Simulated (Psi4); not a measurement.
# triplet CH5BO: UMP3/aug-cc-pVDZ

Wanted: the energy of triplet CH5BO. The job is set up through a Python script.

The results are computed with Psi4 1.11.

1 further run of the same task is left out (set aside as unsound or not needed).

## (1) The molecule

CH5BO: 8 atoms, total charge 0, spin state triplet. SMILES of the parent species: `[H]B([H])OC`. The coordinates come from a GFN2-xTB relaxation. That shape belongs to the parent species and isn't relaxed for this state.

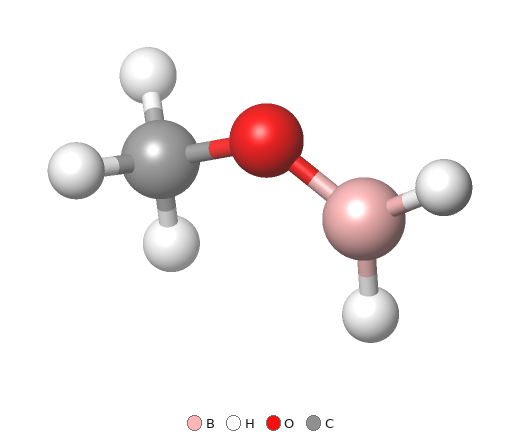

The structure, seen from a chosen angle (boron pink, hydrogen white, oxygen red, carbon grey).

## (2) A single-point energy at UMP3/aug-cc-pVDZ

Contents of job.py:

```python
import psi4

psi4.set_memory(1600000000)
psi4.set_num_threads(1)
psi4.core.set_output_file('ch5bo.out', False)

geom = psi4.geometry("""
0 3
B      0.82318360     1.90157471     1.49420645
H      2.96550941     1.45764025     1.03902812
H      0.22194833     3.54837654     2.84800624
O     -1.05669705     0.58660878     0.51166225
C     -0.77238776    -1.46529364    -1.14702596
H     -1.89783305    -1.10448823    -2.83959696
H     -1.48660975    -3.16933527    -0.22412152
H      1.20286737    -1.75508314    -1.68217750
units bohr
symmetry c1
""")

options = {'basis': 'aug-cc-pVDZ', 'reference': 'uhf', 'puream': True, 'e_convergence': 1e-09, 'd_convergence': 1e-08, 'scf_type': 'pk', 'num_frozen_docc': 3, 'maxiter': 200, 'mp_type': 'conv'}
psi4.set_options(options)

E, wfn = psi4.energy('mp3', return_wfn=True)
print(f'total energy {E:.8f} hartree = {E * 27.211386:.5f} eV')
```

On the command line:

```
$ python job.py
```

Q: Predict the results. Wanted: total energy; HOMO energy; LUMO energy; correlation energy; ⟨S²⟩ of the reference determinant.

Computed results:

Level: UMP3/aug-cc-pVDZ, 3 core orbitals frozen.

| quantity | value |
| --- | --- |
| total energy | -140.59006 Eh |
| HOMO energy (Hartree–Fock orbitals) (highest over α and β) | -5.62 eV |
| LUMO energy (Hartree–Fock orbitals) (lowest over α and β) | -2.66 eV |
| correlation energy (3 core orbitals frozen) | -465.0 mEh |
| ⟨S²⟩ of the reference determinant | 2.020 |
